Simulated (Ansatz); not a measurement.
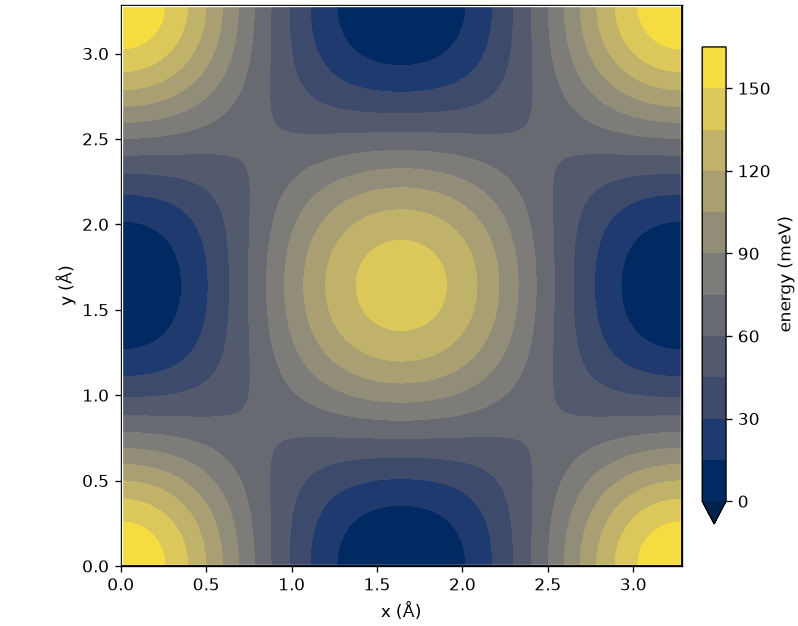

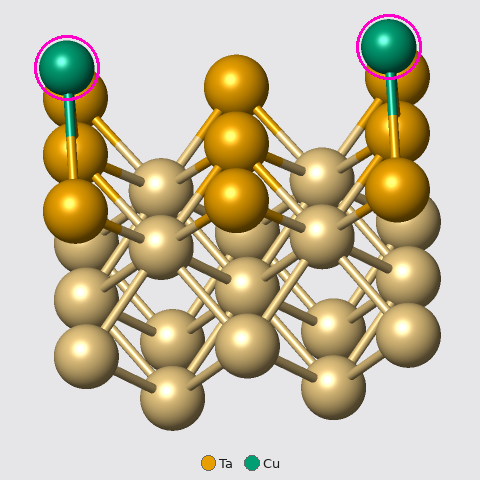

Energy landscape of Cu on a Ta(100) slab cut from the Im-3m phase, its upper half relaxed before the scan (16 atoms of substrate and one adsorbate in a 2 × 2 cell). Cu is moved over the surface cell at a fixed height above a rigid substrate; the origin of the map has the adsorbate above Ta13; the height is held at 2.50 Å. Places are given modulo a cell vector. The map is drawn in real space over the plane of the surface. Grid: 8 × 8 points; 15 points were computed and 49 follow by symmetry. Places are given in fractions of the 1 × 1 surface cell. Energies are in meV, from the lowest grid point. The runs have no spin polarisation, so an open-shell adsorbate far from the surface lies too high. At a fixed height the lowest place need not be the adsorption site. Method: DFT PBE+D3(BJ), scalar-relativistic, plane waves, PAW in Ansatz 0.2.0. Settings: cutoff 420 eV, k-mesh 4×4×1, gaussian smearing 0.1 eV, no spin polarisation.

The picture shows filled contours, the outline of one cell of the plane. Between grid points the surface is interpolated. The second picture is the structure at the lowest point; rings mark the moved atoms.

Question: Summarise what can be read from the map.

Answer: The lowest grid point is at a bridge site between two Ta atoms, (0/8, 4/8) of the cell vectors; the map holds 2 wells of about this depth. No other kind of well shows on this grid. The highest grid point, the top site over a surface Ta atom, (0/8, 0/8) of the cell vectors, lies 163 meV above the lowest. On the interpolated surface the easiest way out of the lowest well to a well of about the same depth near a bridge site between two Ta atoms, (4/8, 0/8) of the cell vectors passes a barrier of about 62 meV. At the lowest point the adsorbate has 2 Ta at 2.99 Å as nearest neighbours, at the highest 1 Ta at 2.50 Å.

The values on the grid:

```csv
"second ↓, first →",0/8,1/8,2/8,3/8,4/8,5/8,6/8,7/8
7/8,133,111,65,31,20,31,65,111
6/8,69,65,62,67,70,67,62,65
5/8,18,31,67,106,123,106,67,31
4/8,0,20,70,123,143,123,70,20
3/8,18,31,67,106,123,106,67,31
2/8,69,65,62,67,70,67,62,65
1/8,133,111,65,31,20,31,65,111
0/8,163,133,69,18,0,18,69,133
```

Each point was launched as `ansatz run input.yaml --threads 4 --pin off --max-ram 12288MiB --backend cpu --events-out ev --progress --plain --runs-dir out`. The whole map (15 points run) took 21 min on 4 threads of Arm Neoverse V1, with other jobs on the host.

PAW datasets: the set soft_1.
